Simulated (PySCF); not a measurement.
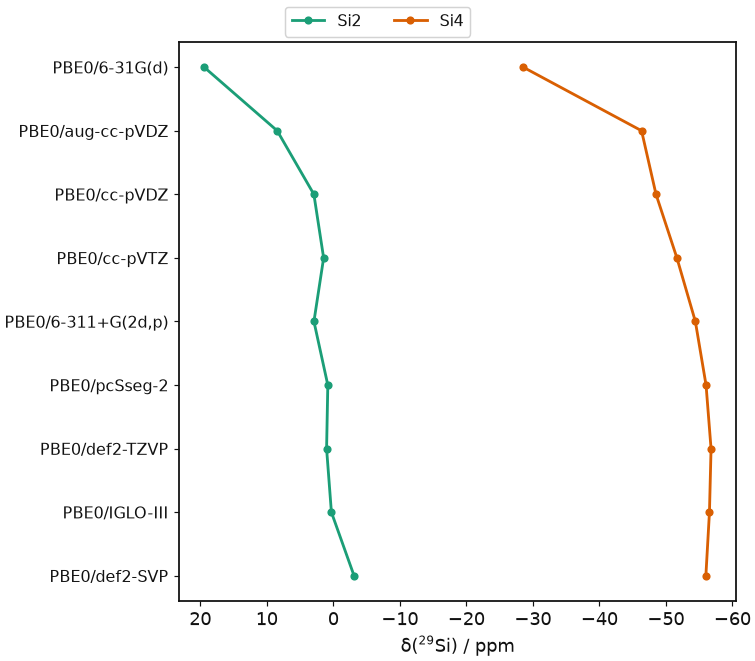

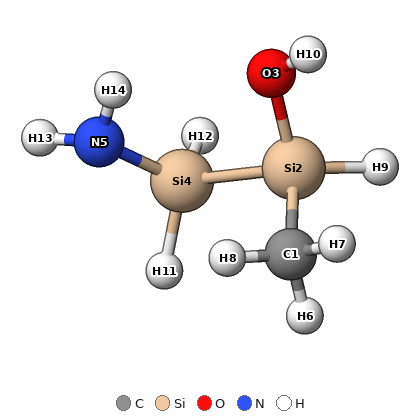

GIAO ²⁹Si shifts of CH₉NOSi₂, SMILES C[Si@H](O)[SiH2]N at several levels, one geometry, PySCF 2.14.0, at a PBE0-D3(BJ)/def2-SVP geometry (no frequency check); values of one conformer, averaged over nuclei that symmetry, rotation about single bonds or inversion at nitrogen exchange, these motions taken as fast; other conformers aren't averaged in; each against TMS at the same level.

How much does each signal move over these levels?

```csv
atoms,lowest,highest,spread (ppm)
Si2,−3.1,19.4,22.5
Si4,−56.8,−28.5,28.2
```

Do all levels give the signals in the same order?

Yes, the order of the signals is the same at every level.
